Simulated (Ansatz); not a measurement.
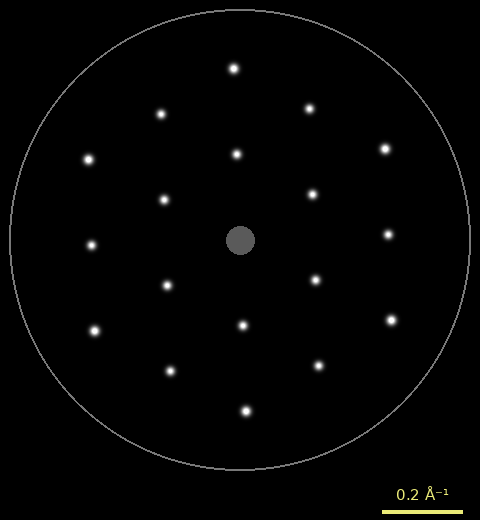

Simulated LEED pattern at 75 eV and normal incidence, from the upper face of a slab model. Spot positions follow from the surface net; brightness is a rough single-scattering estimate from the outer layers, good only for telling present from absent.

Find the real-space surface cell from the pattern.

Answer. The spots form a hexagonal reciprocal net with shortest vectors 0.215 and 0.215 Å⁻¹ at 60.0°. The primitive real-space mesh has edges 5.38 and 5.38 Å at 60.0° (or its supplement) and area 25.1 Å².

The slab has composition Ge (4 atoms a cell, 1.0 Å thick). Structure: coordinates from a relaxation with DFT PBE, scalar-relativistic, plane waves, PAW in Ansatz; the starting structure was generated, so it need not be a known form of this composition.

```xyz
4
Lattice="5.3805 0.0000 0.0000 -2.6903 4.6597 0.0000 0.0000 0.0000 26.1575" Properties=species:S:1:pos:R:3 pbc="T T T"
Ge    2.6903    0.0000    7.3250
Ge   -1.3451    2.3298    7.3250
Ge    1.3451    2.3298    7.3250
Ge    0.0000    0.0000    8.3566
```
